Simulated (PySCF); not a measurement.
# One shape, several levels: GaHClOF (SMILES [OH][Ga]([F])[Cl])

Wanted: a comparison of 3 runs (BLYP/pcseg-0, BLYP/pcseg-1, BLYP/pcseg-2) of GaHClOF. The job is set up through a Python script.

The calculation is run with PySCF 2.14.0.

## Step 1: The system as given

The species is GaHClOF (5 atoms), meant as a singlet with charge 0. As SMILES, `[OH][Ga]([F])[Cl]`. The coordinates come from a PBE0-D4/def2-TZVP relaxation. This is one conformer, not always the lowest.

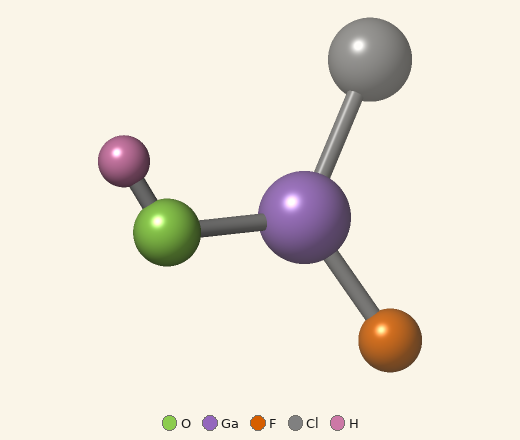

Viewed from a chosen angle; oxygen green, gallium purple, fluorine orange, chlorine grey, hydrogen pink.

## Step 2: The energy at BLYP/pcseg-0 (run 1)

input.py reads:

```python
from pyscf import gto, dft

molecule = gto.M(
    atom='''
O       -0.411400      -1.212900       0.567400
Ga       0.024700       0.194000      -0.397200
F       -0.341800       0.143700      -2.089800
Cl       0.960300       1.923100       0.382300
H       -0.182000      -1.121400       1.495800
''',
    max_memory=1860,
    basis='pcseg-0',
    charge=0,
    verbose=3,
    spin=0,
)

mf = dft.RKS(molecule, xc='blyp')
mf.grids.level = 4
mf.conv_tol = 1e-10
mf.kernel()
if not mf.converged:
    mf = mf.newton().run(mf.mo_coeff, mf.mo_occ)

e_tot = mf.e_tot
print('E = %.10f Eh' % e_tot)
```

Launch:

```bash
$ OMP_NUM_THREADS=1 python input.py
```

The log of the run:

```text
converged SCF energy = -2557.47807852733
E = -2557.4780785273 Eh
```

Run time: 9 s. Hardware: 1 thread of Intel Xeon Platinum 8488C (Sapphire Rapids), shared host; peak memory 0.32 GiB.

## Step 3: The energy at BLYP/pcseg-1 (run 2)

input.py reads:

```python
from pyscf import gto, dft

mol = gto.M(
    atom='''
O     -0.777433    -2.292049     1.072231
Ga     0.046676     0.366607    -0.750599
F     -0.645908     0.271554    -3.949150
Cl     1.814704     3.634132     0.722442
H     -0.343930    -2.119139     2.826652
''',
    verbose=3,
    spin=0,
    unit='bohr',
    charge=0,
    basis='pcseg-1',
    max_memory=1860,
)

myscf = dft.RKS(mol, xc='blyp')
myscf.grids.level = 4
myscf.conv_tol = 1e-10
myscf.kernel()
if not myscf.converged:
    myscf = myscf.newton().run(myscf.mo_coeff, myscf.mo_occ)

energy = myscf.e_tot
print('E(%s) = %.9f' % ('BLYP', energy))
```

Launch:

```bash
$ OMP_NUM_THREADS=1 python input.py
```

The log of the run:

```text
converged SCF energy = -2560.64769639586
E(BLYP) = -2560.647696396
```

Wall time 13 s (1 thread of Intel Xeon Platinum 8488C (Sapphire Rapids), shared host); peak memory 0.4 GiB.

## Step 4: The energy at BLYP/pcseg-2 (run 3)

job.py reads:

```python
from pyscf import gto, dft

system = gto.M(
    atom='''
O       -0.411400      -1.212900       0.567400
Ga       0.024700       0.194000      -0.397200
F       -0.341800       0.143700      -2.089800
Cl       0.960300       1.923100       0.382300
H       -0.182000      -1.121400       1.495800
''',
    charge=0,
    basis='pcseg-2',
    verbose=3,
    max_memory=1860,
    spin=0,
)

mf = dft.RKS(system, xc='blyp')
mf.grids.level = 4
mf.conv_tol = 1e-10
mf.kernel()
if not mf.converged:
    mf = mf.newton().run(mf.mo_coeff, mf.mo_occ)

etot = mf.e_tot
print('E(%s) = %.9f' % ('BLYP', etot))
```

Launch:

```bash
$ OMP_NUM_THREADS=1 python job.py
```

The log of the run:

```text
converged SCF energy = -2561.06204708374
E(BLYP) = -2561.062047084
```

Wall time 32 s (1 thread of Intel Xeon Platinum 8488C (Sapphire Rapids), shared host); peak memory 1 GiB.

## Step 5: All runs side by side

| run | level | energy (Eh) | dipole moment (D) | HOMO energy (eV) | LUMO energy (eV) | wall time |
| --- | --- | --- | --- | --- | --- | --- |
| 1 | BLYP/pcseg-0 | -2557.478079 | 2.22 | -7.50 | -2.53 | 9 s |
| 2 | BLYP/pcseg-1 | -2560.647696 | 2.26 | -7.95 | -2.69 | 13 s |
| 3 | BLYP/pcseg-2 | -2561.062047 | 2.21 | -8.02 | -2.70 | 32 s |

## Step 6: What came out

```
            quantity           value
 run 3: total energy  -2561.06205 Eh
run 3: dipole moment          2.21 D
  run 3: HOMO energy        -8.02 eV
  run 3: LUMO energy        -2.70 eV
run 3: HOMO–LUMO gap         5.32 eV
```

In words: The dipole moment (its size) runs from 2.21 D (BLYP/pcseg-2) to 2.26 D (BLYP/pcseg-1). The HOMO–LUMO gap runs from 4.97 eV (BLYP/pcseg-0) to 5.32 eV (BLYP/pcseg-2). All runs together took 54 s, the longest 32 s.
